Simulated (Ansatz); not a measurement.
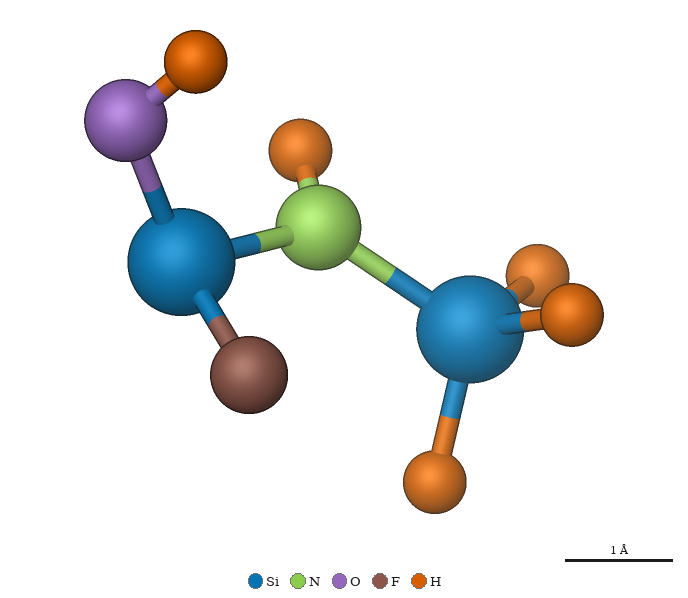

Rendered structure (ball-and-stick style).

The species is neutral and a spin doublet. The geometry was computed by an optimisation with PBE0-D4/def2-TZVP.

Count the atoms of each element.

Answer. FH₅NOSi₂, 10 atoms: 1 fluorine, 5 hydrogen, 1 nitrogen, 1 oxygen and 2 silicon.

Count the bonded pairs by element.

Answer. 3 Si–H, 2 N–Si, 1 F–Si, 1 N–H, 1 O–Si, 1 O–H. Sticks follow a distance rule.

How many sets of symmetry-equivalent atoms are there?

Answer. 10: 1 Si, 1 N, 1 Si, 1 O, 1 F, 1 H, 1 H, 1 H, 1 H, 1 H.

What is the point group of this geometry?

Answer. C1.

The parts below concern this one geometry. Atoms keep their numbers from picture to picture.

Charges

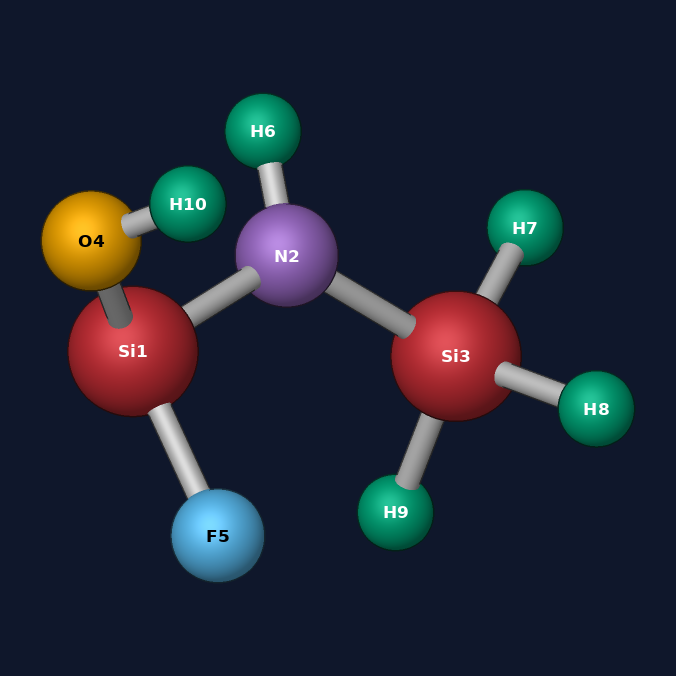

The questions are on Mulliken charges. Level of theory: UKS PBE0-D4/def2-TZVP (Ansatz 0.2.0).

List the Mulliken charges.

```csv
atom,value (e)
Si1,0.58
N2,−0.49
Si3,0.24
O4,−0.50
F5,−0.30
H6,0.24
H7,−0.03
H8,−0.03
H9,−0.02
H10,0.32
```

Electronic properties

Method: UHF-MP2, frozen core/def2-QZVPP (Ansatz 0.2.0).

Estimate the ⟨S²⟩ of the determinant.

Answer. 0.753.

Dipole moment

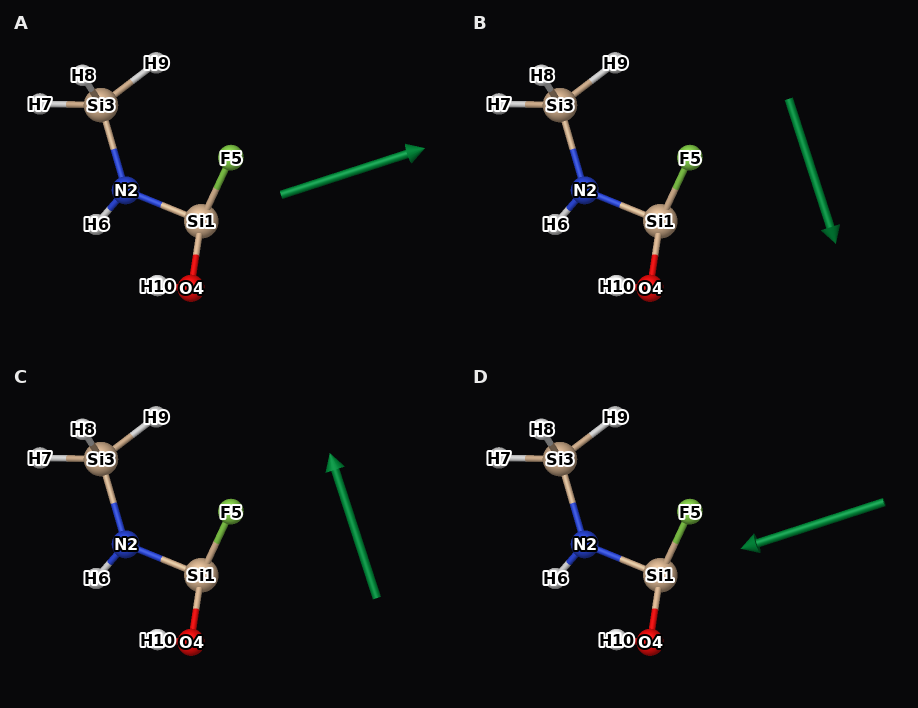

The same molecule four times, each with an arrow. Level of theory: UKS PBE0-D4/def2-TZVP (Ansatz 0.2.0).

Which arrow points along the dipole moment, from the negative to the positive end?

Answer. D. The dipole moment is 2.31 D; it points from the side of F5 to the side of H7 (the outermost atoms at the two ends).

Mulliken values depend strongly on the basis set and can even reverse the polarity of a bond.
